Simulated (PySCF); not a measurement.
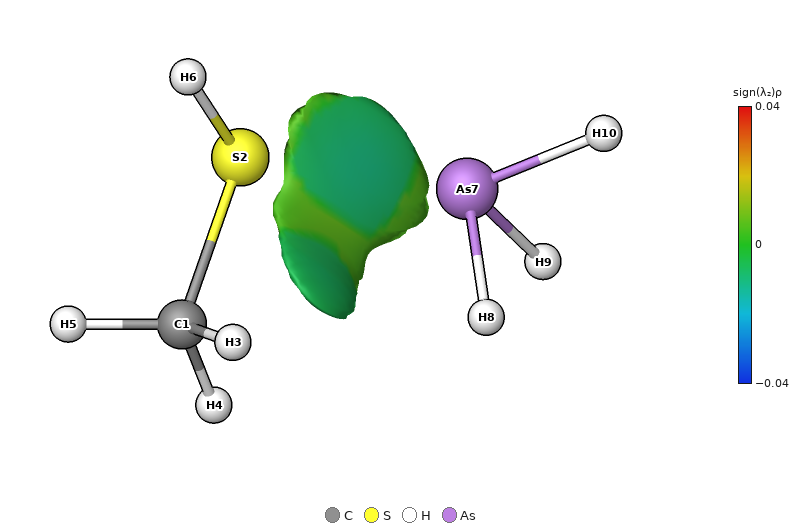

Figure 1: CH7AsS, SMILES `CS.[AsH3]`. Non-covalent interaction surfaces between the fragments (reduced density gradient s = 0.6, coloured by sign(λ₂)ρ in a.u.; trimmed to the region between the fragments where ρ is under 0.06 a.u.). Fragment A: H4CS (atoms 1–6); fragment B: AsH3.

Computed with PySCF, B3LYP/def2-SVPD, geometry: GFN2-xTB. GFN2-xTB bond lengths at metals and heavier atoms can be off by up to 0.1 Å and shapes distorted, which carries into these values.

Input script:

```python
import numpy as np
from pyscf import gto, scf, dft
from pyscf.scf import atom_ks, atom_hf
from scipy.linalg import block_diag
from pyscf.dispersion import dftd3

def solve(mol, dm0=None, hcore=None):
    mf = (dft.UKS if mol.spin else dft.RKS)(mol, xc='b3lyp')
    mf.grids.level = 3
    mf = mf.density_fit(auxbasis='def2-universal-jkfit')
    mf.conv_tol, mf.max_cycle = 1e-8, 80
    if hcore is not None:
        mf.get_hcore = lambda *args: hcore
    mf.kernel(dm0)
    if not mf.converged:
        mf = mf.newton().run(mf.mo_coeff, mf.mo_occ, max_cycle=30)
    assert mf.converged, 'SCF not converged'
    return mf

mol = gto.M(atom='''
C     -2.06885     1.15543    -0.02060
S     -2.09838    -0.66082     0.07550
H     -1.04775     1.49910    -0.19176
H     -2.42646     1.51867     0.93750
H     -2.72939     1.48987    -0.81413
H     -1.68039    -0.87763    -1.17076
As     1.45217    -0.01947    -0.04957
H      2.11977     1.31386     0.09795
H      1.08910     0.02266     1.39705
H      2.74073    -0.68354     0.29550
''', basis='def2-svpd', charge=0, spin=0, verbose=4)
mol_a = gto.M(atom='''
C     -2.06885     1.15543    -0.02060
S     -2.09838    -0.66082     0.07550
H     -1.04775     1.49910    -0.19176
H     -2.42646     1.51867     0.93750
H     -2.72939     1.48987    -0.81413
H     -1.68039    -0.87763    -1.17076
ghost-As     1.45217    -0.01947    -0.04957
ghost-H      2.11977     1.31386     0.09795
ghost-H      1.08910     0.02266     1.39705
ghost-H      2.74073    -0.68354     0.29550
''', basis='def2-svpd', charge=0, spin=0, verbose=4)
mol_b = gto.M(atom='''
ghost-C     -2.06885     1.15543    -0.02060
ghost-S     -2.09838    -0.66082     0.07550
ghost-H     -1.04775     1.49910    -0.19176
ghost-H     -2.42646     1.51867     0.93750
ghost-H     -2.72939     1.48987    -0.81413
ghost-H     -1.68039    -0.87763    -1.17076
As     1.45217    -0.01947    -0.04957
H      2.11977     1.31386     0.09795
H      1.08910     0.02266     1.39705
H      2.74073    -0.68354     0.29550
''', basis='def2-svpd', charge=0, spin=0, verbose=4)
ab, a, b = solve(mol), solve(mol_a), solve(mol_b)
e_int = ab.e_tot - a.e_tot - b.e_tot
print('counterpoise-corrected interaction energy / kcal/mol', e_int * 627.5095)
def disp(atoms, charge):
    m = gto.M(atom=atoms, charge=charge, basis='sto-3g', spin=None, unit='Bohr', verbose=0)
    return dftd3.DFTD3Dispersion(m, xc='b3lyp', version='d3bj').get_dispersion()['energy']
e_disp = disp(mol._atom, mol.charge) - disp(mol._atom[:6], mol_a.charge) - disp(mol._atom[6:], mol_b.charge)
print('D3(BJ) part / kcal/mol', e_disp * 627.5095)
# spherically averaged free atoms, for the promolecule
atm = atom_ks.get_atm_nrks(mol, xc='b3lyp')
pro = block_diag(*[(atm[a[0]][2] * atm[a[0]][3]) @ atm[a[0]][2].T for a in mol._atom])
np.savez('result.npz', e_int=e_int, e_disp=e_disp, dm_a=a.make_rdm1(), dm_b=b.make_rdm1(), c=ab.mo_coeff, occ=ab.mo_occ, eps=ab.mo_energy, pro=pro, d=[f.dip_moment(verbose=0) for f in (ab, a, b)])
```

Run with:

```sh
OMP_NUM_THREADS=1 python input.py
```

The run took 35 s on 1 thread of Intel(R) Xeon(R) Platinum 8259CL CPU @ 2.50GHz (Skylake/Cascade Lake), with other jobs on the host, peak memory 0.65 GiB.

Partitions, critical points and surface values were worked out afterwards from this run's density.

Which interactions hold the two fragments together?

Answer. Bond critical points between the fragments: S2···As7, 3.61 Å, ρ = 0.009 a.u.; H3···As7, weak C–H hydrogen bond, 2.93 Å, ρ = 0.007 a.u. All are weak and appear green, as weak hydrogen bonds do. Several contacts close a ring, whose ring point adds a part with positive λ₂ between them. The pose is a local one from a semi-empirical search, not shown to be the most stable.

How strongly are they bound?

Answer. The counterpoise-corrected interaction energy of the frozen fragments is +2.0 kcal/mol without dispersion correction and −0.9 kcal/mol with D3(BJ). The pair geometry is semi-empirical, not a minimum at this level.
